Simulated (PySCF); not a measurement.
# Geometry relaxation of CH7NSSi

- system: CH7NSSi, SMILES CN[SiH2]S
- method: PBE0-D3(BJ)/def2-SVP geometry optimisation, gas phase (PySCF 2.14.0)

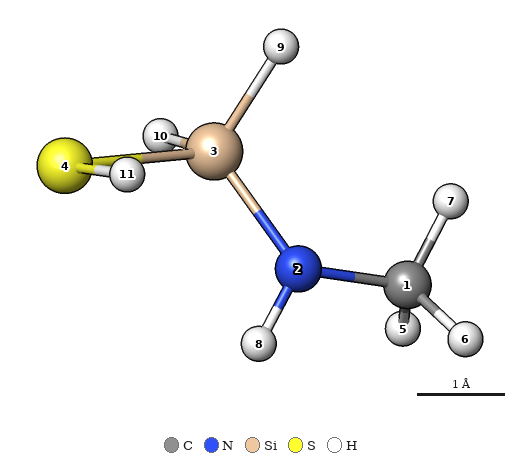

*The starting structure (ball-and-stick view, seen at a tilt; atoms are numbered from 1 in the order of the input).*

Bond lengths as drawn: C–H 1.09 to 1.13 Å, C–N 1.42 Å, H–N 1.01 Å, H–S 1.31 Å, H–Si 1.47 to 1.49 Å, N–Si 1.70 Å and S–Si 2.18 Å.

## Results in brief

| quantity | value |
| --- | --- |
| outcome | converged |
| total energy | −784.138962 hartree |
| dipole moment | 2.30 D |
| point group | C1 |
| hardware | 1 CPU thread, shared host |
| wall time | 47 s |
| peak memory | 0.42 GiB |

## The input
```
{"job": {"xc": "PBE0", "basis": "def2-SVP", "d3": "d3bj", "grid": 1, "shake": 0.01, "kind": "geom"}, "charge": 0, "multiplicity": 1}
C     -1.570960     0.534250     0.109690
N     -0.355700     0.069000    -0.450180
Si     0.912810    -0.519800     0.508730
S      2.565520    -0.944190    -0.855840
H     -2.317900    -0.249420     0.270440
H     -2.043580     1.296100    -0.570950
H     -1.373670     1.041870     1.056840
H     -0.459780    -0.306910    -1.378620
H      1.334750     0.572640     1.423810
H      0.755970    -1.780620     1.243720
H      2.590660     0.261270    -1.373310
```

The first line tells a small driver script what to run in PySCF; the rest is the geometry in Å.

Launched with:
```bash
OMP_NUM_THREADS=1 python <driver script> task.json out
```

## Output
```
step   0  E = -784.13362059  max force = 0.031468
step   1  E = -784.13825127  max force = 0.008053
step   2  E = -784.13858971  max force = 0.001226
step   3  E = -784.13865123  max force = 0.001674
step   4  E = -784.13871382  max force = 0.001617
step   5  E = -784.13879046  max force = 0.001700
step   6  E = -784.13885232  max force = 0.001625
step   7  E = -784.13889948  max force = 0.000718
step   8  E = -784.13892530  max force = 0.000253
step   9  E = -784.13894149  max force = 0.000613
step  10  E = -784.13895787  max force = 0.000927
step  11  E = -784.13896297  max force = 0.000786
step  12  E = -784.13896091  max force = 0.000366
step  13  E = -784.13896175  max force = 0.000334
optimisation converged
```

## Trajectory as extended XYZ (Å, eV, eV/Å), 10 of the 14 frames kept, from step=0 to step=13
```
11
Properties=species:S:1:pos:R:3:forces:R:3 step=0 energy=-21337.36264
C    -1.5710    0.5343    0.1097   -0.9106   1.1155  -0.6799
N    -0.3557    0.0690   -0.4502    0.0254  -0.1301  -0.3821
Si    0.9128   -0.5198    0.5087    1.6182   0.2274  -0.5715
S     2.5655   -0.9442   -0.8558   -0.3339  -1.1400   0.7081
H    -2.3179   -0.2494    0.2704   -0.3094  -0.2630   0.2247
H    -2.0436    1.2961   -0.5709    0.1868  -0.3742   0.5053
H    -1.3737    1.0419    1.0568   -0.0776   0.1155   0.3323
H    -0.4598   -0.3069   -1.3786    0.1115  -0.2057  -0.3179
H     1.3348    0.5726    1.4238   -0.1542   0.0129   0.2842
H     0.7560   -1.7806    1.2437   -0.1465  -0.4341   0.2952
H     2.5907    0.2613   -1.3733   -0.0097   1.0758  -0.3984
11
Properties=species:S:1:pos:R:3:forces:R:3 step=1 energy=-21337.48865
C    -1.6019    0.5261    0.0491    0.1384  -0.1107   0.0452
N    -0.3547    0.0214   -0.4849   -0.0206   0.0341  -0.0531
Si    0.9711   -0.5104    0.4816   -0.0811  -0.0753   0.1863
S     2.6904   -0.8323   -0.7632   -0.1095   0.4141  -0.0833
H    -2.3293   -0.2674    0.3090   -0.0006   0.0141   0.0197
H    -2.0937    1.2017   -0.6651   -0.0263   0.0969  -0.0500
H    -1.4098    1.1057    0.9688   -0.0083  -0.0270  -0.0743
H    -0.4375   -0.4144   -1.3977   -0.0402   0.0051  -0.0133
H     1.1616    0.5135    1.5537    0.0436   0.0508  -0.0491
H     0.7988   -1.8262    1.1795    0.0788  -0.0486  -0.0553
H     2.6801    0.4398   -1.2631    0.0258  -0.3534   0.1274
11
Properties=species:S:1:pos:R:3:forces:R:3 step=3 energy=-21337.49953
C    -1.6013    0.5331    0.0264    0.0441   0.0561   0.0347
N    -0.3571   -0.0083   -0.4685   -0.0457  -0.0708  -0.0574
Si    0.9655   -0.5328    0.5093   -0.0332   0.0573   0.0355
S     2.6797   -0.7961   -0.7478    0.0297  -0.0861   0.0141
H    -2.3572   -0.2316    0.2906    0.0056  -0.0042  -0.0133
H    -2.0596    1.2163   -0.7087    0.0152  -0.0168   0.0062
H    -1.4123    1.1273    0.9343   -0.0062   0.0065   0.0184
H    -0.4368   -0.4492   -1.3793    0.0156  -0.0159  -0.0094
H     1.1541    0.5062    1.5662   -0.0219  -0.0042   0.0126
H     0.8541   -1.8672    1.1833   -0.0005   0.0014  -0.0176
H     2.6461    0.4599   -1.2381   -0.0026   0.0767  -0.0238
11
Properties=species:S:1:pos:R:3:forces:R:3 step=4 energy=-21337.50123
C    -1.5942    0.5357    0.0207    0.0060   0.0544  -0.0002
N    -0.3590   -0.0219   -0.4776   -0.0128  -0.0616   0.0027
Si    0.9576   -0.5372    0.5125    0.0116   0.0602  -0.0316
S     2.6861   -0.7874   -0.7304    0.0227  -0.0832   0.0294
H    -2.3570   -0.2192    0.2924    0.0000  -0.0036  -0.0102
H    -2.0484    1.2193   -0.7159    0.0010  -0.0076  -0.0050
H    -1.3965    1.1345    0.9244    0.0093  -0.0106   0.0056
H    -0.4396   -0.4689   -1.3855   -0.0086  -0.0024   0.0066
H     1.1242    0.5075    1.5671   -0.0167  -0.0112   0.0234
H     0.8533   -1.8732    1.1821   -0.0054  -0.0042  -0.0008
H     2.6484    0.4682   -1.2222   -0.0071   0.0698  -0.0199
11
Properties=species:S:1:pos:R:3:forces:R:3 step=6 energy=-21337.50500
C    -1.5732    0.5619   -0.0245   -0.0362   0.0285  -0.0197
N    -0.3720   -0.0918   -0.4844    0.0385  -0.0305   0.0505
Si    0.9376   -0.5634    0.5340    0.0335   0.0188  -0.0836
S     2.7168   -0.7516   -0.6524   -0.0113   0.0273   0.0186
H    -2.3828   -0.1340    0.2681   -0.0037   0.0020  -0.0041
H    -1.9791    1.2399   -0.7935   -0.0035   0.0085  -0.0075
H    -1.3466    1.1828    0.8575    0.0038  -0.0171  -0.0084
H    -0.4618   -0.5687   -1.3756   -0.0200   0.0094   0.0114
H     1.0182    0.4842    1.5960    0.0094  -0.0139   0.0143
H     0.8680   -1.9090    1.1866   -0.0114  -0.0039   0.0202
H     2.6500    0.5071   -1.1439    0.0008  -0.0291   0.0081
11
Properties=species:S:1:pos:R:3:forces:R:3 step=7 energy=-21337.50629
C    -1.5657    0.5789   -0.0493   -0.0189   0.0052  -0.0109
N    -0.3786   -0.1208   -0.4782    0.0143  -0.0147   0.0274
Si    0.9307   -0.5769    0.5457    0.0118   0.0023  -0.0369
S     2.7273   -0.7428   -0.6173   -0.0086   0.0301   0.0057
H    -2.4000   -0.0874    0.2427   -0.0012   0.0033  -0.0039
H    -1.9398    1.2540   -0.8371    0.0015   0.0114  -0.0019
H    -1.3332    1.2068    0.8255    0.0010  -0.0063  -0.0037
H    -0.4736   -0.6107   -1.3616   -0.0055   0.0045   0.0041
H     0.9859    0.4670    1.6132    0.0122  -0.0041   0.0023
H     0.8714   -1.9250    1.1951   -0.0093   0.0002   0.0098
H     2.6506    0.5145   -1.1109    0.0027  -0.0317   0.0079
11
Properties=species:S:1:pos:R:3:forces:R:3 step=9 energy=-21337.50743
C    -1.5507    0.6127   -0.0912    0.0156  -0.0124   0.0038
N    -0.3895   -0.1586   -0.4660   -0.0267   0.0074  -0.0159
Si    0.9144   -0.5991    0.5686   -0.0071  -0.0040   0.0315
S     2.7343   -0.7560   -0.5580    0.0033  -0.0139  -0.0066
H    -2.4283   -0.0047    0.1798    0.0002   0.0030  -0.0039
H    -1.8606    1.2949   -0.9009    0.0051   0.0063   0.0038
H    -1.3150    1.2387    0.7835   -0.0014   0.0058   0.0046
H    -0.4891   -0.6648   -1.3394    0.0117  -0.0050  -0.0032
H     0.9509    0.4463    1.6355    0.0017   0.0064  -0.0083
H     0.8533   -1.9457    1.2216   -0.0025   0.0027  -0.0039
H     2.6554    0.4939   -1.0659    0.0001   0.0037  -0.0019
11
Properties=species:S:1:pos:R:3:forces:R:3 step=10 energy=-21337.50788
C    -1.5341    0.6432   -0.1239    0.0221  -0.0132   0.0088
N    -0.3981   -0.1819   -0.4584   -0.0287   0.0180  -0.0304
Si    0.8962   -0.6161    0.5893   -0.0070  -0.0062   0.0476
S     2.7314   -0.7878   -0.5106    0.0037  -0.0286  -0.0111
H    -2.4460    0.0654    0.1184   -0.0006   0.0032  -0.0024
H    -1.7870    1.3381   -0.9431    0.0034   0.0015   0.0038
H    -1.2995    1.2586    0.7583   -0.0017   0.0079   0.0056
H    -0.4982   -0.6975   -1.3260    0.0127  -0.0078  -0.0035
H     0.9270    0.4379    1.6478   -0.0052   0.0072  -0.0089
H     0.8219   -1.9577    1.2505    0.0011   0.0027  -0.0052
H     2.6613    0.4554   -1.0347    0.0001   0.0153  -0.0042
11
Properties=species:S:1:pos:R:3:forces:R:3 step=12 energy=-21337.50796
C    -1.5013    0.6996   -0.1701    0.0043  -0.0041   0.0092
N    -0.4090   -0.1999   -0.4502    0.0086   0.0163  -0.0188
Si    0.8607   -0.6421    0.6234   -0.0061  -0.0068   0.0163
S     2.7069   -0.8839   -0.4468   -0.0068  -0.0122  -0.0080
H    -2.4621    0.1820    0.0095   -0.0008   0.0026   0.0022
H    -1.6593    1.4227   -0.9894    0.0000  -0.0034  -0.0017
H    -1.2783    1.2851    0.7352    0.0016   0.0036  -0.0006
H    -0.5054   -0.7236   -1.3133    0.0003  -0.0022  -0.0010
H     0.9049    0.4351    1.6576   -0.0068   0.0006  -0.0005
H     0.7414   -1.9680    1.3080    0.0046   0.0008   0.0026
H     2.6766    0.3504   -0.9962    0.0013   0.0048   0.0002
11
Properties=species:S:1:pos:R:3:forces:R:3 step=13 energy=-21337.50798
C    -1.4981    0.7064   -0.1692   -0.0045  -0.0015   0.0045
N    -0.4071   -0.1935   -0.4519    0.0172   0.0107  -0.0049
Si    0.8572   -0.6444    0.6250   -0.0062  -0.0048  -0.0037
S     2.6978   -0.9056   -0.4504   -0.0052  -0.0019  -0.0013
H    -2.4604    0.1900    0.0062   -0.0005   0.0016   0.0035
H    -1.6534    1.4336   -0.9852   -0.0003  -0.0025  -0.0025
H    -1.2757    1.2872    0.7394    0.0026   0.0018  -0.0026
H    -0.5027   -0.7149   -1.3165   -0.0029   0.0008  -0.0004
H     0.9097    0.4360    1.6553   -0.0020  -0.0021   0.0023
H     0.7285   -1.9671    1.3140    0.0014   0.0003   0.0042
H     2.6791    0.3297   -0.9987    0.0005  -0.0025   0.0011
```

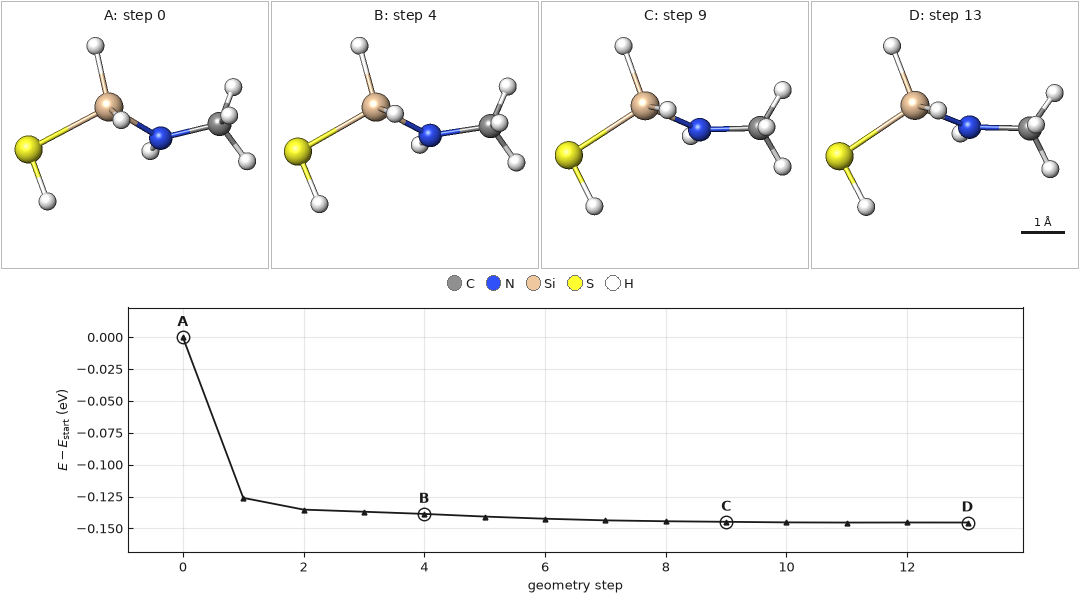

*Frames of the relaxation (ball-and-stick view, seen at a tilt) above the curves, on which the letters mark them (steps are counted from 0).*

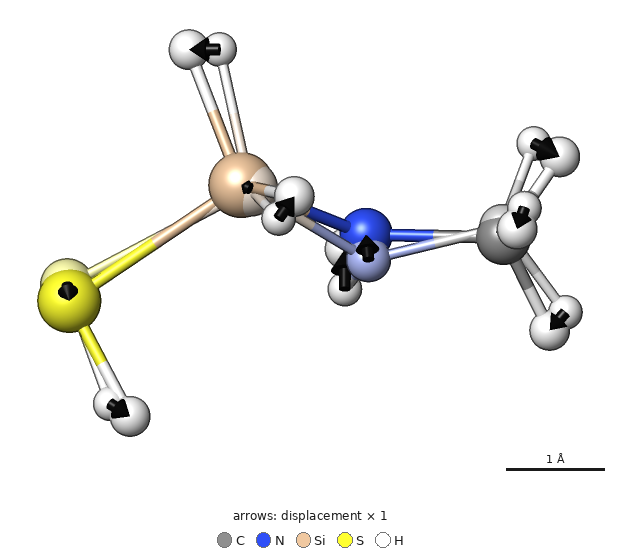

*Start (faint) and end (solid) with the displacements as black arrows, at true length (ball-and-stick view, seen at a tilt). The two geometries are laid on each other by the best rigid fit.*

H8 moves most after the best rigid fit: 0.45 Å. Largest moves by element: H 0.45 Å, N 0.29 Å, S 0.22 Å, Si 0.11 Å, C 0.11 Å. Among the contacts that change: S4–H11 1.312 → 1.352 Å, Si3–S4 2.185 → 2.148 Å, Si3–H10 1.468 → 1.497 Å, C1–N2 1.417 → 1.442 Å. Among the angles that change: S4–Si3–H9 108.2° → 113.8°, C1–N2–Si3 122.2° → 126.6°, N2–Si3–S4 106.3° → 110.4°. The energy falls by 0.145 eV in 13 geometry steps. The largest force component goes from 1.6 to 0.017 eV/Å. (Atoms are counted from 1 in the order of the input.)
